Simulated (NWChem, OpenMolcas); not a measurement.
Predicting a hybrid from its neighbours: CH2BrI (bromoiodomethane)

CH2BrI: 5 atoms, total charge 0, spin state singlet. SMILES: `BrCI`. The shape is that of a PBE0-D4/def2-TZVP optimisation.

The vertical energy of the triplet above the singlet y, in eV, basis def2-SVP with a core potential; a is the functional's share of exact exchange. Programs: NWChem 7.3.0, OpenMolcas 26.06.

| functional | program | a | y (eV) |
| --- | --- | --- | --- |
| revPBE | OpenMolcas | 0 | 4.12 |
| BLYP | OpenMolcas | 0 | 4.03 |
| B3LYP | OpenMolcas | 0.2 | 4.19 |
| PBE0 | NWChem | 0.25 | ? |
| BHLYP | NWChem | 0.5 | 4.31 |

Question: Fit y = c + s·a to the known rows and predict PBE0.

Answer: 
1. Means of the 4 rows: a = 0.1750, y = 4.162.
2. Σ(Δa)² = 0.1675, Σ(Δa·Δy) = 0.07925, so the slope is 0.07925/0.1675 = 0.47313.
3. Intercept: 4.162 − (0.47313) × 0.1750 = 4.079. The largest residual of the fit is 0.049.
4. PBE0: 4.079 + (0.47313) × 0.25 = 4.20 eV.

The run gave 4.27 eV, so the prediction is off by -0.07 eV, about the scatter of the fit. The rows mix families of semi-local functionals, which the line can't see. Spin-orbit coupling is left out.

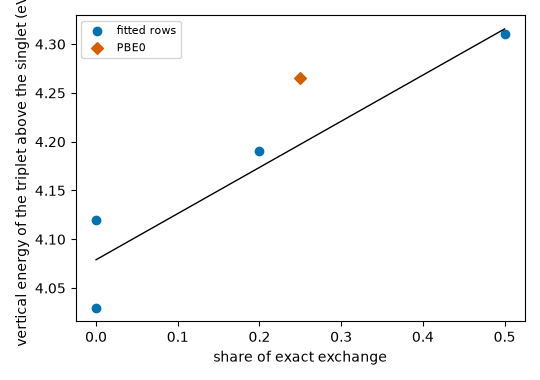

The fitted line, with the withheld row.
